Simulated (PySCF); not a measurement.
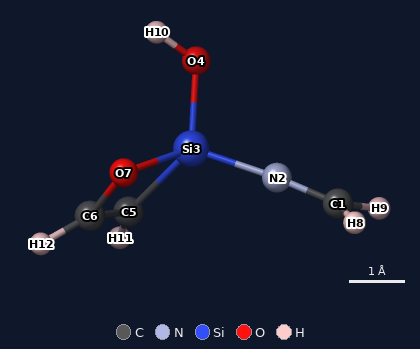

*The starting structure (ball-and-stick view, seen at a tilt; atoms are numbered from 1 in the order of the input).*

# Saddle-point search, with input and output: C$_{3}$H$_{5}$NO$_{2}$Si

- system: C$_{3}$H$_{5}$NO$_{2}$Si
- method: PBE0-D3(BJ)/def2-SVP saddle search from the GFN2-xTB point and Hessian, gas phase (PySCF 2.14.0)

Log:
```
step      E/eV     max force
  0    -16632.42045   1.8565
  1    -16632.55228   0.9066
  2    -16632.57399   0.5122
  3    -16632.56971   0.7098
  4    -16632.58095   0.1741
  5    -16632.57452   0.2964
  6    -16632.58274   0.1283
  7    -16632.58222   0.3067
  8    -16632.58349   0.0918
  9    -16632.58390   0.0200
 10    -16632.58365   0.1212
 11    -16632.58415   0.0575
 12    -16632.58403   0.0128
```

Trajectory as extended XYZ (Å, eV, eV/Å), 13 frames, from step=0 to step=12:
```
12
Properties=species:S:1:pos:R:3:forces:R:3 step=0 energy=-16632.42045
C    -2.4323   -0.9356    0.1927   -0.2030  -0.0190   0.0300
N    -1.3704   -0.3098    0.2748    1.1310   0.5010   0.1350
Si    0.1311    0.4404    0.3264    0.6870  -1.4570  -0.9230
O     0.0044    1.6410    1.4043   -0.3030   0.3790   0.6890
C     1.6641   -0.6191    0.0172   -0.5100  -0.2850   0.9830
C     1.8166    0.0905   -1.0989   -1.2580   0.6650   0.6140
O     0.7932    1.0113   -1.1613   -0.0030   0.9510  -1.0670
H    -3.1081   -0.8210   -0.6598   -0.3890  -0.0510  -0.4350
H    -2.7593   -1.6233    0.9779   -0.2790  -0.3720   0.3680
H     0.4750    2.4522    1.2240    0.2400   0.2470  -0.0870
H     2.2539   -1.4236    0.4056    0.4110  -0.5180   0.2220
H     2.5317    0.0970   -1.9028    0.4760  -0.0410  -0.5270
12
Properties=species:S:1:pos:R:3:forces:R:3 step=1 energy=-16632.55228
C    -2.4444   -0.9404    0.2011   -0.0830  -0.0370  -0.0450
N    -1.3685   -0.3207    0.2216    0.3920   0.1540   0.0980
Si    0.1271    0.4262    0.2956    0.4480  -0.6450  -0.4530
O    -0.0261    1.6402    1.3804    0.1300   0.5330   0.2500
C     1.6484   -0.6149    0.0227   -0.3840  -0.0200   0.4390
C     1.8088    0.1270   -1.0844   -0.4740   0.2870   0.1540
O     0.8064    1.0560   -1.1855    0.0080   0.3600  -0.3780
H    -3.1205   -0.9068   -0.6741   -0.1250  -0.0600  -0.0770
H    -2.7904   -1.5615    1.0501   -0.0860  -0.0380   0.0750
H     0.5565    2.4026    1.2505   -0.1720  -0.2920   0.0150
H     2.2456   -1.4313    0.3989    0.1810  -0.2260   0.0900
H     2.5571    0.1237   -1.8770    0.1630  -0.0160  -0.1660
12
Properties=species:S:1:pos:R:3:forces:R:3 step=2 energy=-16632.57399
C    -2.4552   -0.9342    0.2109    0.0360  -0.0480   0.0880
N    -1.3570   -0.3454    0.1976   -0.0150  -0.0090   0.0740
Si    0.1376    0.4000    0.2821    0.2220  -0.2680  -0.2030
O    -0.0078    1.6047    1.3900   -0.3540  -0.2810   0.1920
C     1.6451   -0.6254    0.0117   -0.1400  -0.0010   0.1270
C     1.8210    0.1520   -1.0769   -0.1970   0.0570   0.1210
O     0.8269    1.0840   -1.1827   -0.0400   0.1530  -0.1230
H    -3.1286   -0.9438   -0.6732   -0.0070  -0.0380   0.0560
H    -2.8304   -1.4889    1.1060    0.0530   0.1260  -0.1960
H     0.5092    2.3857    1.2136    0.3120   0.3950  -0.0950
H     2.2470   -1.4501    0.3747    0.0710  -0.0880   0.0240
H     2.5922    0.1616   -1.8539    0.0590   0.0020  -0.0630
12
Properties=species:S:1:pos:R:3:forces:R:3 step=3 energy=-16632.56971
C    -2.4518   -0.9448    0.2198   -0.2160  -0.0840   0.0990
N    -1.3615   -0.3450    0.1784    0.0060  -0.0490  -0.0730
Si    0.1308    0.4008    0.2618   -0.0820  -0.0620  -0.0310
O    -0.0539    1.6140    1.3609    0.4840   0.5190  -0.0140
C     1.6152   -0.6381   -0.0060    0.1160   0.0320  -0.0550
C     1.8294    0.1741   -1.0681   -0.1420  -0.0030   0.1840
O     0.8534    1.1253   -1.1696    0.0070  -0.0120  -0.0790
H    -3.1131   -1.0425   -0.6775    0.1320  -0.0100   0.2530
H    -2.8409   -1.4129    1.1634    0.0850   0.1150  -0.3650
H     0.5662    2.3526    1.2186   -0.3960  -0.4190   0.1140
H     2.1998   -1.4866    0.3388    0.0050   0.0040   0.0040
H     2.6266    0.2030   -1.8206    0.0020  -0.0330  -0.0360
12
Properties=species:S:1:pos:R:3:forces:R:3 step=4 energy=-16632.58095
C    -2.4439   -0.9442    0.2113   -0.0350   0.0180  -0.1180
N    -1.3612   -0.3307    0.1968    0.0650   0.0400   0.0070
Si    0.1342    0.4087    0.2806    0.0190  -0.0150  -0.0150
O    -0.0032    1.6242    1.3857   -0.1270  -0.1090   0.0480
C     1.6152   -0.6369    0.0100   -0.0170   0.0520  -0.0230
C     1.8097    0.1619   -1.0640    0.0690  -0.0310  -0.0290
O     0.8371    1.1143   -1.1726   -0.0130  -0.0440   0.0410
H    -3.1173   -0.9905   -0.6709    0.0280   0.0080  -0.0030
H    -2.8094   -1.4866    1.1036   -0.0510  -0.0480   0.1130
H     0.5399    2.3925    1.1944    0.1010   0.1040  -0.0210
H     2.2020   -1.4843    0.3556   -0.0010   0.0330  -0.0100
H     2.5968    0.1716   -1.8305   -0.0370  -0.0080   0.0090
12
Properties=species:S:1:pos:R:3:forces:R:3 step=5 energy=-16632.57452
C    -2.4392   -0.9366    0.1938    0.0700   0.0740   0.1140
N    -1.3598   -0.3113    0.1569   -0.1210  -0.2240   0.0810
Si    0.1461    0.4044    0.3024   -0.1740   0.0760  -0.1010
O    -0.0278    1.6223    1.4019    0.2170   0.1890  -0.0710
C     1.6419   -0.6177    0.0305    0.0300  -0.1150   0.1140
C     1.7961    0.1440   -1.0740   -0.0720   0.0930   0.0100
O     0.8141    1.0857   -1.1748    0.0570   0.0550  -0.0420
H    -3.1251   -0.9637   -0.6809    0.0100  -0.0530   0.0700
H    -2.7960   -1.4943    1.0961    0.0980   0.1350  -0.2090
H     0.5485    2.3818    1.2327   -0.1570  -0.2100   0.0810
H     2.2527   -1.4428    0.3855   -0.0100  -0.0180  -0.0010
H     2.5486    0.1282   -1.8702    0.0520  -0.0030  -0.0440
12
Properties=species:S:1:pos:R:3:forces:R:3 step=6 energy=-16632.58274
C    -2.4482   -0.9393    0.2074    0.0720   0.0230  -0.0710
N    -1.3601   -0.3335    0.1675   -0.0690  -0.0060   0.0140
Si    0.1332    0.4082    0.2724    0.0320  -0.0330   0.0430
O    -0.0179    1.6145    1.3862   -0.1060  -0.0720   0.0070
C     1.6259   -0.6243    0.0163   -0.0150   0.0000   0.0040
C     1.8114    0.1596   -1.0685    0.0210  -0.0020  -0.0250
O     0.8329    1.1060   -1.1819   -0.0140   0.0070  -0.0090
H    -3.1286   -0.9972   -0.6685    0.0140   0.0060   0.0050
H    -2.8096   -1.4656    1.1142   -0.0180  -0.0030   0.0510
H     0.5496    2.3733    1.2281    0.0780   0.0800  -0.0110
H     2.2223   -1.4606    0.3695    0.0040  -0.0070   0.0020
H     2.5891    0.1590   -1.8427    0.0020   0.0070  -0.0090
12
Properties=species:S:1:pos:R:3:forces:R:3 step=7 energy=-16632.58222
C    -2.4486   -0.9358    0.2016   -0.1120  -0.0440   0.0840
N    -1.3613   -0.3337    0.1495    0.1060   0.0040  -0.0410
Si    0.1342    0.4021    0.2707   -0.0250   0.0450  -0.0220
O    -0.0496    1.6117    1.3760    0.2100   0.2230  -0.0150
C     1.6393   -0.6143    0.0205   -0.0100  -0.0100   0.0180
C     1.8098    0.1572   -1.0767    0.0120   0.0120  -0.0160
O     0.8246    1.0940   -1.1943    0.0000  -0.0190   0.0210
H    -3.1301   -1.0094   -0.6721    0.0130  -0.0110  -0.0040
H    -2.8166   -1.4326    1.1265    0.0080   0.0090  -0.0520
H     0.5694    2.3489    1.2745   -0.1770  -0.2140   0.0240
H     2.2482   -1.4385    0.3824   -0.0160  -0.0010  -0.0110
H     2.5808    0.1504   -1.8586   -0.0080   0.0050   0.0140
12
Properties=species:S:1:pos:R:3:forces:R:3 step=8 energy=-16632.58349
C    -2.4494   -0.9375    0.2075    0.0280  -0.0020  -0.0200
N    -1.3578   -0.3391    0.1652   -0.0250  -0.0020   0.0160
Si    0.1354    0.4025    0.2747    0.0020  -0.0070   0.0050
O    -0.0258    1.6115    1.3844   -0.0680  -0.0610   0.0090
C     1.6316   -0.6237    0.0154   -0.0040  -0.0110   0.0140
C     1.8123    0.1605   -1.0705    0.0070   0.0040  -0.0120
O     0.8305    1.1027   -1.1820   -0.0080   0.0090  -0.0030
H    -3.1245   -1.0015   -0.6718    0.0030  -0.0030   0.0040
H    -2.8210   -1.4477    1.1215    0.0000   0.0120   0.0010
H     0.5485    2.3672    1.2335    0.0610   0.0630  -0.0060
H     2.2316   -1.4578    0.3681    0.0000  -0.0020   0.0000
H     2.5887    0.1630   -1.8460    0.0030   0.0010  -0.0090
12
Properties=species:S:1:pos:R:3:forces:R:3 step=9 energy=-16632.58390
C    -2.4500   -0.9385    0.2066   -0.0060  -0.0020  -0.0190
N    -1.3588   -0.3403    0.1621   -0.0020   0.0060   0.0000
Si    0.1333    0.4030    0.2722    0.0090  -0.0070   0.0110
O    -0.0317    1.6126    1.3806   -0.0040   0.0090  -0.0010
C     1.6319   -0.6212    0.0159   -0.0030   0.0020  -0.0030
C     1.8118    0.1617   -1.0715   -0.0020  -0.0030  -0.0010
O     0.8283    1.1020   -1.1847    0.0000   0.0050  -0.0070
H    -3.1222   -1.0137   -0.6745    0.0140  -0.0030   0.0120
H    -2.8258   -1.4350    1.1262   -0.0040  -0.0010   0.0030
H     0.5613    2.3589    1.2449    0.0000  -0.0050   0.0050
H     2.2337   -1.4538    0.3696   -0.0020  -0.0020   0.0020
H     2.5882    0.1643   -1.8473   -0.0010  -0.0010  -0.0020
12
Properties=species:S:1:pos:R:3:forces:R:3 step=10 energy=-16632.58365
C    -2.4402   -0.9422    0.1996   -0.1100  -0.0500  -0.0100
N    -1.3573   -0.3303    0.1617    0.0550   0.0410  -0.0040
Si    0.1328    0.4165    0.2775    0.0040  -0.0110  -0.0080
O    -0.0286    1.6247    1.3872   -0.0860  -0.0830   0.0080
C     1.6239   -0.6167    0.0186   -0.0010  -0.0050   0.0180
C     1.7995    0.1567   -1.0761    0.0150   0.0120  -0.0050
O     0.8250    1.1066   -1.1859   -0.0070  -0.0060   0.0160
H    -3.0974   -1.0429   -0.6940    0.0540   0.0000   0.1020
H    -2.8226   -1.4258    1.1264   -0.0010   0.0200  -0.0800
H     0.5773    2.3611    1.2715    0.0740   0.0830  -0.0180
H     2.2204   -1.4526    0.3734   -0.0020  -0.0020  -0.0080
H     2.5673    0.1449   -1.8600    0.0040   0.0010  -0.0110
12
Properties=species:S:1:pos:R:3:forces:R:3 step=11 energy=-16632.58415
C    -2.4458   -0.9406    0.2042    0.0270   0.0150  -0.0130
N    -1.3574   -0.3366    0.1610   -0.0170  -0.0020   0.0080
Si    0.1332    0.4091    0.2745   -0.0060  -0.0010  -0.0020
O    -0.0362    1.6207    1.3801    0.0420   0.0390  -0.0040
C     1.6290   -0.6184    0.0178    0.0040  -0.0010   0.0050
C     1.8071    0.1600   -1.0733   -0.0030   0.0020   0.0000
O     0.8277    1.1045   -1.1849    0.0020  -0.0020   0.0000
H    -3.1115   -1.0254   -0.6795   -0.0100  -0.0050  -0.0160
H    -2.8247   -1.4327    1.1242   -0.0030  -0.0060   0.0190
H     0.5725    2.3580    1.2585   -0.0370  -0.0420   0.0080
H     2.2270   -1.4539    0.3710   -0.0010   0.0020  -0.0020
H     2.5790    0.1553   -1.8536    0.0020  -0.0010  -0.0040
12
Properties=species:S:1:pos:R:3:forces:R:3 step=12 energy=-16632.58403
C    -2.4489   -0.9389    0.2057   -0.0120  -0.0040  -0.0020
N    -1.3586   -0.3391    0.1623    0.0070   0.0030  -0.0020
Si    0.1335    0.4042    0.2729    0.0050   0.0010   0.0060
O    -0.0329    1.6141    1.3807   -0.0080  -0.0040   0.0010
C     1.6317   -0.6202    0.0163   -0.0030   0.0010  -0.0010
C     1.8105    0.1613   -1.0725   -0.0010  -0.0010  -0.0010
O     0.8278    1.1023   -1.1853   -0.0010   0.0020  -0.0020
H    -3.1180   -1.0187   -0.6770    0.0080  -0.0030   0.0040
H    -2.8273   -1.4315    1.1266    0.0000   0.0000  -0.0050
H     0.5640    2.3578    1.2501    0.0090   0.0070   0.0020
H     2.2328   -1.4532    0.3700   -0.0010  -0.0010   0.0010
H     2.5855    0.1619   -1.8498   -0.0020  -0.0010  -0.0010
```

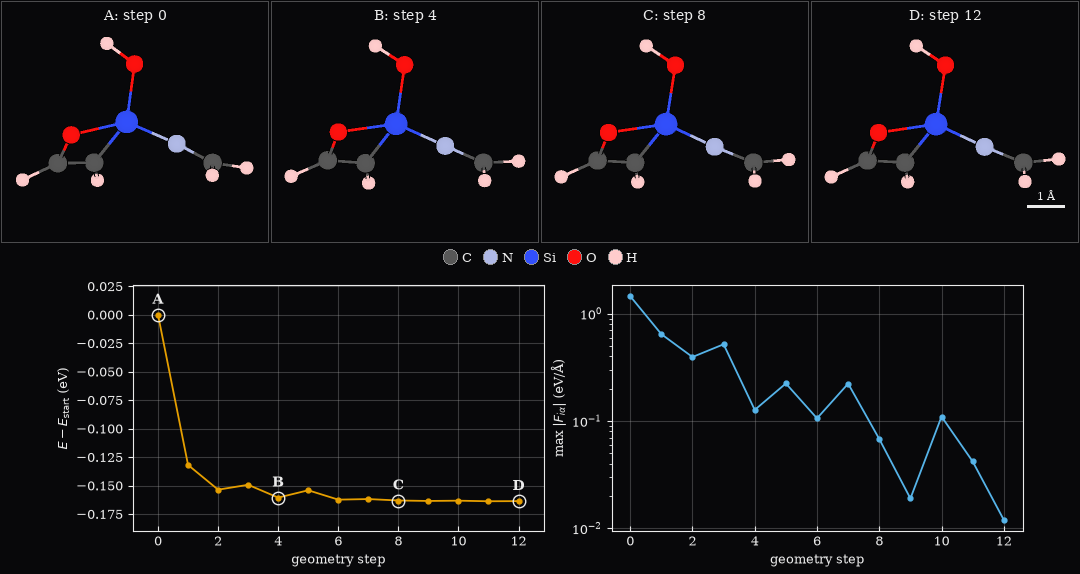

*Frames of the saddle-point search (ball-and-stick view, seen at a tilt) above the curves, on which the letters mark them (steps are counted from 0).*

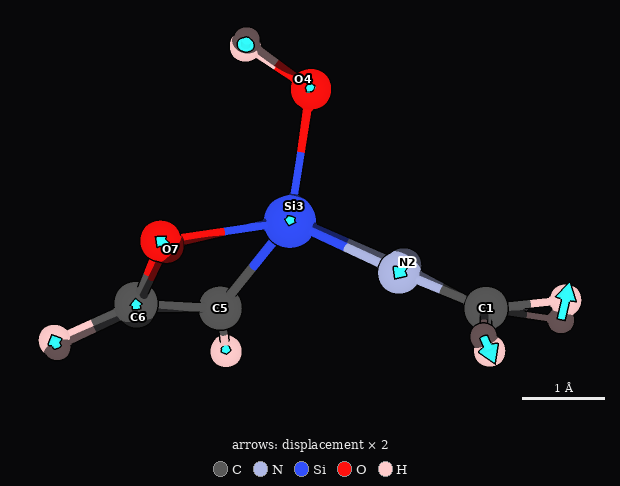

*Start (faint) and end (solid) with the displacements as teal arrows, magnified 2 times (ball-and-stick view, seen at a tilt). The two geometries are laid on each other by the best rigid fit.*

The atom that moves furthest after the best rigid fit is H9 (0.25 Å). By element the largest moves are H 0.25 Å, N 0.12 Å, O 0.10 Å, C 0.08 Å, Si 0.06 Å. Among the contacts that change: Si3–C5 1.889 → 1.833 Å, Si3–O7 1.726 → 1.759 Å, Si3–O4 1.618 → 1.649 Å, C6–H12 1.076 → 1.098 Å. Among the angles that change: Si3–O7–C6 91.4° → 86.7°, C5–C6–O7 108.0° → 111.7°, Si3–O4–H10 117.8° → 114.4°. The energy falls by 0.164 eV in 12 geometry steps. Largest force component: 1.5 eV/Å at the start, 0.012 eV/Å at the end. (Atoms are counted from 1 in the order of the input.)

The run was set up as follows.

Input file:
```
{"job": {"xc": "PBE0", "basis": "def2-SVP", "kind": "refine"}, "charge": 0, "multiplicity": 1}
C     -2.432318    -0.935638     0.192743
N     -1.370381    -0.309772     0.274795
Si     0.131064     0.440413     0.326355
O      0.004403     1.641049     1.404324
C      1.664141    -0.619100     0.017165
C      1.816644     0.090475    -1.098942
O      0.793208     1.011282    -1.161276
H     -3.108088    -0.821046    -0.659820
H     -2.759281    -1.623297     0.977907
H      0.474984     2.452208     1.224011
H      2.253924    -1.423558     0.405576
H      2.531700     0.096984    -1.902839
```

The first line tells a small driver script what to run in PySCF; the rest is the geometry in Å.

Launch command:
```bash
OMP_NUM_THREADS=1 python <driver script> task.json out
```

Results in brief:

| quantity | value |
| --- | --- |
| outcome | converged |
| total energy | −611.236194 hartree |
| hardware | 1 CPU thread, shared host |
| wall time | 1.8 min |
| peak memory | 0.6 GiB |
